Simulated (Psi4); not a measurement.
**FH3P+ (SMILES F[PH3+]): a chain of runs**

Aim: a structure relaxation (wB97X-D/STO-3G), then the harmonic vibrations, then a single-point energy (MP2-F12/cc-pVDZ-F12), then the excited states (TD-wB97X-D/STO-3G) of FH3P+. 

Program for the calculation: Psi4 1.11.

### 1 The system as given

FH3P+: 5 atoms, total charge +1, spin state singlet. As SMILES, `F[PH3+]`. Geometry: a GFN2-xTB relaxation, a rough one for these elements and not checked as a minimum. The run starts from this shape.

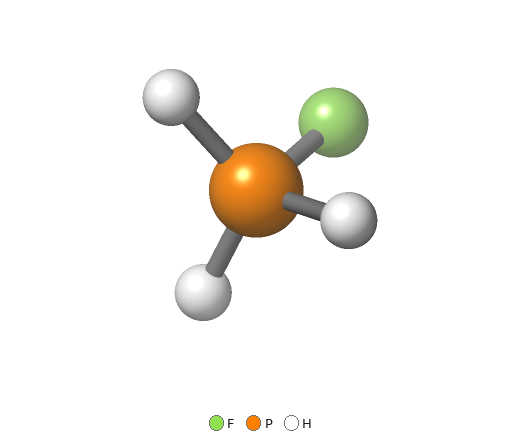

The structure, seen from a chosen angle (fluorine green, phosphorus orange, hydrogen white).

### 2 A geometry optimisation at wB97X-D/STO-3G (density fitting) (run 1)

fh3p.dat

```
memory 1.6 GB

molecule system {
  1 1
  F     -1.365490     0.250400     0.341100
  P      0.122590    -0.022380    -0.030680
  H      0.038180    -0.428620    -1.349370
  H      0.486130    -1.008290     0.868130
  H      0.718590     1.208890     0.170830
}

set {
  geom_maxiter 60
}

e, wfn = optimize("wb97x-d/STO-3G", return_wfn=True)
```

Command:

```
$ psi4 fh3p.dat fh3p.out -n 1
```

fh3p.out:

```text
Psi4 1.11 release

gradient() will perform analytic gradient computation.

   => Loading Basis Set <=

    Name: STO-3G
    Role: ORBITAL
    Keyword: BASIS

   => WB97X-D: Empirical Dispersion <=

    Chai and Head-Gordon Dispersion Correction

        s6 =       1.000000

         ---------------------------------------------------------
                                   SCF
                              RKS Reference
                        1 Threads,   1525 MiB Core
         ---------------------------------------------------------

  ==> Geometry <==

    Molecular point group: c1
    Full point group: C1

    Geometry (in Angstrom), charge = 1, multiplicity = 1:

[... 183 lines left out ...]
  @DF-RKS Final Energy:  -437.38496604630666
[... 289 lines left out ...]
   @DF-RKS iter   8:  -437.39857773832961   -2.84217e-13   1.16836e-09 DIIS
[... 237 lines left out ...]
   @DF-RKS iter   5:  -437.40101699156395   -1.14055e-08   9.69029e-07 DIIS
[... 237 lines left out ...]
   @DF-RKS iter   2:  -437.40133338197052   -8.92638e-06   1.46211e-04 ADIIS/DIIS
[... 237 lines left out ...]
   @DF-RKS iter   0:  -437.40157342751559   -4.37402e+02   4.96487e-04
[... 217 lines left out ...]
    Weights Tolerance      =       1.00E-15
[... 184 lines left out ...]
	  Convergence Criteria     1.00e-06 *    3.00e-04 *             o    1.20e-03 *             o
[... 4 lines left out ...]
Next Geometry in Ang
	Fragment 1 (Ang)

	    F  -1.0343559185   0.1896894671   0.2583947546
	    P   0.5373371392  -0.0985739626  -0.1342428360
	    H   0.6274971998  -0.5300744639  -1.4758586462
	    H   1.0685083618  -1.1005690302   0.7072469958
	    H   1.2972531021   1.0815990087   0.0208072282

    Final optimized geometry and variables:
    Molecular point group: c1
    Full point group: C1

    Geometry (in Angstrom), charge = 1, multiplicity = 1:

    F           -1.034681884744     0.189798469879     0.258512108708
    P            0.537235070070    -0.098547624755    -0.134227395909
    H            0.627703720232    -0.530126196023    -1.475841376379
    H            1.068648121901    -1.100625365768     0.707150168652
    H            1.297334856938     1.081571735882     0.020753991419

    Psi4 run time: 0:00:12.99

[set-up sections that repeat, and orbital energies of the middle runs, are left out above]
```

The script printed:

```text
Optimizer: Optimization complete!
```

It took 14 s on 1 thread of Intel Xeon Platinum 8488C (Sapphire Rapids), shared host; peak memory 0.29 GiB.

Step by step:

| step | energy from the first frame kept (eV) | largest force (eV/Å) |
| --- | --- | --- |
| 0 | 0.0000 | 4.5289 |
| 1 | -0.3704 | 0.7011 |
| 2 | -0.4368 | 0.6127 |
| 3 | -0.4455 | 0.2636 |
| 4 | -0.4461 | 0.0547 |
| 5 | -0.4461 | 0.0075 |

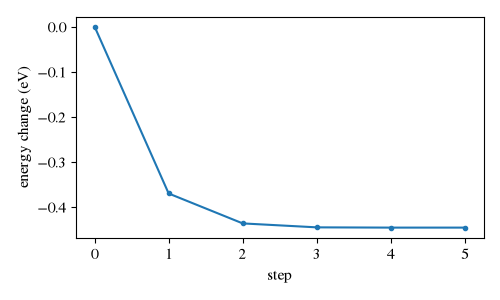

Energy along the run.

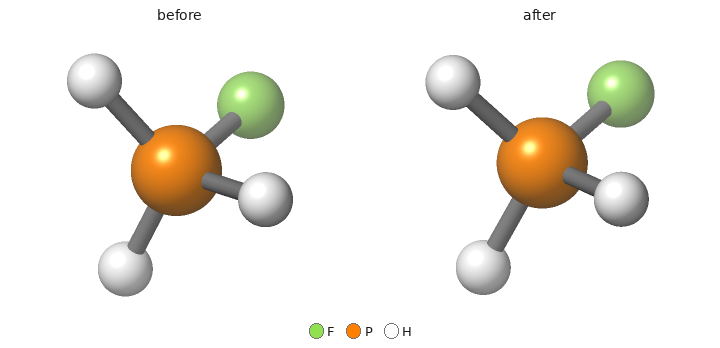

Before and after, at one scale.

After the run. Bond lengths: F1–P2 1.646 Å, P2–H3 1.412 Å, P2–H4 1.412 Å, P2–H5 1.412 Å. Angles: F1–P2–H3 110.0°, F1–P2–H4 110.0°, F1–P2–H5 110.0°, H3–P2–H4 109.0°, H3–P2–H5 109.0°, H4–P2–H5 109.0°.

### 3 The harmonic vibrations at wB97X-D/STO-3G (density fitting) (run 2)

job.dat

```
memory 1.6 GB

molecule m {
  1 1
  F     -2.70025045     0.49538792     0.67455475
  P      0.27024217    -0.04950705    -0.06761629
  H      0.44120192    -0.86507316    -2.60289932
  H      1.27446720    -1.94316002     1.52235770
  H      1.70662300     2.18059466     0.22525724
  units au
}

set {
  basis STO-3G
  reference rks
  t 400.0
  rotational_symmetry_number 3
}

result, w = freq("wb97x-d", return_wfn=True)
```

Command:

```
$ psi4 -i job.dat -o job.out -n 1
```

job.out:

```text
Psi4 1.11 release

         ----------------------------------------------------------
                                   FINDIF
         ----------------------------------------------------------

[... 637 lines left out ...]
                           Total Energy        Delta E     RMS |[F,P]|
[... 623 lines left out ...]
 Dipole Y            :          0.3642061           -0.6032165           -0.2390104
[... 745 lines left out ...]
    Empirical Dispersion Energy =          -0.0010191329029216
[... 759 lines left out ...]
    Nuclear Repulsion Energy =             66.6548694902890020
[... 745 lines left out ...]
   @DF-RKS iter   9:  -437.40135814544885   -3.97904e-13   9.86623e-10 DIIS
[... 759 lines left out ...]
   @DF-RKS iter   5:  -437.40135810296414   -1.47810e-05   2.34978e-05 DIIS
[... 781 lines left out ...]
    Translational S                         39.285 [cal/(mol K)]      164.369 [J/(mol K)]       0.06260501 [mEh/K] (mol. weight = 52.9956 [u], P = 101325.00 [Pa])
[... 49 lines left out ...]
  Gibbs free energy, G = H - T * S
    Electronic contrib to G beyond E_e       0.000 [kcal/mol]        0.000 [kJ/mol]       0.00000000 [Eh]
    Translational contrib to G             -13.727 [kcal/mol]      -57.433 [kJ/mol]      -0.02187519 [Eh]
    Rotational contrib to G                 -6.481 [kcal/mol]      -27.117 [kJ/mol]      -0.01032820 [Eh]
    Vibrational contrib to G                20.160 [kcal/mol]       84.350 [kJ/mol]       0.03212710 [Eh]
  Correction G                              -0.048 [kcal/mol]       -0.200 [kJ/mol]      -0.00007629 [Eh]
  Total G, Gibbs energy at  400.00 [K]                                                 -437.40143585 [Eh]
  *** Absolute Gibbs energy, not a free energy of formation ***

    Psi4 run time: 0:00:48.20

[set-up sections that repeat, and orbital energies of the middle runs, are left out above]
```

Wall time 50 s (1 thread of Intel Xeon Platinum 8488C (Sapphire Rapids), shared host); peak memory 0.27 GiB.

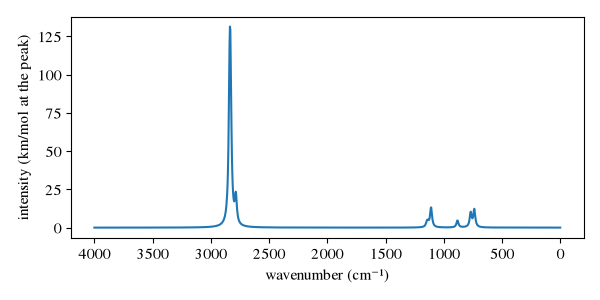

Harmonic infrared spectrum, unscaled, lines broadened by 10 cm⁻¹.

### 4 The energy at MP2-F12/cc-pVDZ-F12 (density fitting, density fitting for correlation) (run 3)

job.inp

```
memory 1.6 GB

molecule molecule1 {
  1 1
  F
  P 1 R2
  H 2 R3 1 A3
  H 2 R4 3 A4 1 D4
  H 2 R5 3 A5 4 D5

  R2 = 1.645695
  R3 = 1.412223
  A3 = 109.96519
  R4 = 1.41226
  A4 = 108.96754
  D4 = 120.60552
  R5 = 1.412251
  A5 = 108.97444
  D5 = 118.79014
  units angstrom
}

set basis cc-pVDZ-F12
set freeze_core true

e = energy("mp2-f12")
```

Command:

```
$ psi4 job.inp job.out -n 1
```

job.out:

```text
Psi4 1.11 release

    SCF Algorithm Type (re)set to DF.

   => Loading Basis Set <=

    Name: CC-PVDZ-F12
    Role: ORBITAL
    Keyword: BASIS

         ---------------------------------------------------------
                                   SCF
                              RHF Reference
                        1 Threads,   1525 MiB Core
         ---------------------------------------------------------

  ==> Geometry <==

    Molecular point group: c1
    Full point group: C1

    Geometry (in Angstrom), charge = 1, multiplicity = 1:

[... 95 lines left out ...]
   @DF-RHF iter   1:  -441.62104232948883   -7.09962e-02   3.80130e-03 ADIIS/DIIS
[... 4 lines left out ...]
   @DF-RHF iter   6:  -441.70094883696652   -4.63244e-06   5.00660e-06 DIIS
[... 4 lines left out ...]
   @DF-RHF iter  11:  -441.70094913033864   -9.66338e-13   1.74998e-09 DIIS
[... 34 lines left out ...]
    One-Electron Energy =                -737.2478313620352992
[... 18 lines left out ...]
 Dipole Z            :         -1.5644258            3.4425998            1.8781740
[... 47 lines left out ...]
	 Correlation Energy        =      -0.3676930628231884 [Eh]
[... 9 lines left out ...]
	 SCS Total Energy          =    -442.0678156185707621 [Eh]
[... 76 lines left out ...]
 ===> Computing F12/3C(FIX) Energy Correction <===

  i   j  |     E_F12(Singlet)     E_F12(Triplet)            E_F12
 ----------------------------------------------------------------------
  7   7  |    -0.002824758048     0.000000000000      -0.002824758048
  7   8  |    -0.001319775759    -0.000279844110      -0.001599619870
  7   9  |    -0.006151848681    -0.000958126217      -0.007109974898
[... 24 lines of this table left out ...]
 13  13  |    -0.002890008053     0.000000000000      -0.002890008053

 ===> DF-MP2-F12/3C(FIX) Energies <===

     RHF Reference Energy:              -441.700949130339
     CABS Singles Correction:            -0.010956968814
     CABS-corrected Reference Energy:   -441.711906099153
     MP2 Correlation Energy:             -0.367693062823
     F12/3C(FIX) Correction Energy:      -0.096831972377
     MP2-F12/3C(FIX) Correlation Energy: -0.464525035200
  Total DF-MP2-F12/3C(FIX) Energy:      -442.176431134353

	total time  =         21 seconds =       0.35 minutes

    Psi4 run time: 0:00:24.39
```

Wall time 26 s (1 thread of Intel Xeon Platinum 8488C (Sapphire Rapids), shared host); peak memory 1.5 GiB.

### 5 The excited states at TD-wB97X-D/STO-3G (density fitting, save jk yes) (run 4)

fh3p.in

```
memory 1600 mb

molecule system {
  1 1
  F     -1.428911     0.262148     0.356959
  P      0.143006    -0.026198    -0.035781
  H      0.233474    -0.457777    -1.377395
  H      0.674419    -1.028276     0.805597
  H      0.903106     1.153921     0.119201
  units angstrom
}

set {
  basis STO-3G
  reference rks
  save_jk true
}

from psi4.driver.procrouting.response.scf_response import tdscf_excitations
energy_value, wavefunction = energy("wb97x-d", return_wfn=True)
states = tdscf_excitations(wavefunction, states=6, tda=False)
```

Command:

```
$ psi4 fh3p.in fh3p.out -n 1
```

fh3p.out:

```text
Psi4 1.11 release

   => Loading Basis Set <=

    Name: STO-3G
    Role: ORBITAL
    Keyword: BASIS

   => WB97X-D: Empirical Dispersion <=

    Chai and Head-Gordon Dispersion Correction

        s6 =       1.000000

         ---------------------------------------------------------
                                   SCF
                              RKS Reference
                        1 Threads,   1525 MiB Core
         ---------------------------------------------------------

  ==> Geometry <==

    Molecular point group: c1
    Full point group: C1

    Geometry (in Angstrom), charge = 1, multiplicity = 1:

[... 142 lines left out ...]
                           Total Energy        Delta E     RMS |[F,P]|
[... 5 lines left out ...]
   @DF-RKS iter   4:  -437.40134453982091   -6.27008e-04   1.93105e-04 DIIS/ADIIS
[... 26 lines left out ...]
    Final Occupation by Irrep:
[... 12 lines left out ...]
    DFT Exchange-Correlation Energy =     -24.8142733314246726
[... 18 lines left out ...]
 Dipole Y            :          0.3642171           -0.6032165           -0.2389994
[... 52 lines left out ...]
                                    Excitation Energy         Total Energy        Oscillator Strength             Rotatory Strength
[... 36 lines left out ...]
Excited State    5 (1 A):   0.44898 au   101.48 nm f = 0.0000
[... 6 lines left out ...]
Excited State    6 (1 A):   0.45437 au   100.28 nm f = 0.0004
  Sums of squares: Xssq =  1.000845e+00; Yssq =  8.448765e-04; Xssq - Yssq =  1.000000e+00
     11a  ->  14a     0.541356 (29.307%)
     12a  ->  17a     0.579042 (33.529%)
     13a  ->  16a     0.580883 (33.743%)

******************************************************************************************
**********                               WARNING                                **********
**********       The names of excited state variables changed between 1.5       **********
**********     and 1.6. For a quick solution, remove the symmetry specifier     **********
**********   from the variable name. For full details, see 'Notes on Psivars'   **********
**********                        in the documentation.                         **********
******************************************************************************************

    Psi4 run time: 0:00:03.81
```

Run time: 5.4 s. Hardware: 1 thread of Intel Xeon Platinum 8488C (Sapphire Rapids), shared host; peak memory 0.26 GiB.

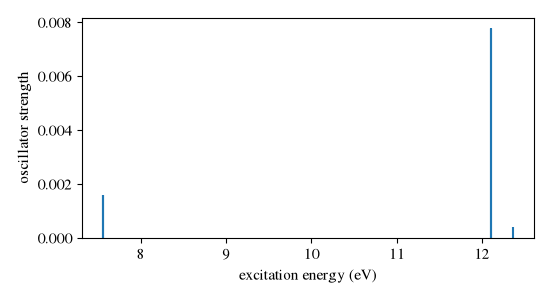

Vertical excitations as sticks.

The roots found:

| excited state | energy (eV) | strength | label |
| --- | --- | --- | --- |
| 1 | 7.551 | 0.0016 | A 1 |
| 2 | 7.551 | 0.0016 | A 1 |
| 3 | 12.110 | 0.0077 | A 1 |
| 4 | 12.111 | 0.0078 | A 1 |
| 5 | 12.217 | 0.0000 | A 1 |
| 6 | 12.364 | 0.0004 | A 1 |

### 6 Results

| quantity | value |
| --- | --- |
| run 1, wB97X-D/STO-3G: total energy at the end | -437.40136 Eh |
| run 1, wB97X-D/STO-3G: HOMO energy | -16.55 eV |
| run 1, wB97X-D/STO-3G: LUMO energy | -2.02 eV |
| run 1, wB97X-D/STO-3G: HOMO–LUMO gap | 14.53 eV |
| run 1, wB97X-D/STO-3G: dispersion energy | -2.68 kJ/mol |
| run 2, wB97X-D/STO-3G: lowest harmonic wavenumber | 738 cm⁻¹ |
| run 2, wB97X-D/STO-3G: highest harmonic wavenumber | 2838 cm⁻¹ |
| run 2, wB97X-D/STO-3G: zero-point energy | 85.1 kJ/mol |
| run 2, wB97X-D/STO-3G: ideal-gas entropy at 400 K (symmetry number 3 as used) | 60.4 cal/(mol K) |
| run 3, MP2-F12/cc-pVDZ-F12: total energy | -442.17643 Eh |
| run 3, MP2-F12/cc-pVDZ-F12: HOMO energy (Hartree–Fock orbitals) | -22.78 eV |
| run 3, MP2-F12/cc-pVDZ-F12: LUMO energy (Hartree–Fock orbitals) | -4.55 eV |
| run 3, MP2-F12/cc-pVDZ-F12: HOMO–LUMO gap (Hartree–Fock orbitals) | 18.23 eV |
| run 3, MP2-F12/cc-pVDZ-F12: correlation energy (6 core orbitals frozen) | -464.5 mEh |
| run 4, TD-wB97X-D/STO-3G: ground-state or mean-field energy | -437.40136 Eh |
| run 4, TD-wB97X-D/STO-3G: HOMO energy (wB97X-D Kohn–Sham orbitals) | -16.55 eV |
| run 4, TD-wB97X-D/STO-3G: LUMO energy (wB97X-D Kohn–Sham orbitals) | -2.02 eV |
| run 4, TD-wB97X-D/STO-3G: HOMO–LUMO gap (wB97X-D Kohn–Sham orbitals) | 14.53 eV |
| run 4, TD-wB97X-D/STO-3G: dispersion energy | -2.68 kJ/mol |
| run 4, TD-wB97X-D/STO-3G: lowest excitation energy | 7.55 eV |

What this shows: The optimisation (run 1, wB97X-D/STO-3G) took 6 steps and changed the energy by -0.446 eV. All 9 modes are real, so the shape is a minimum at this level.
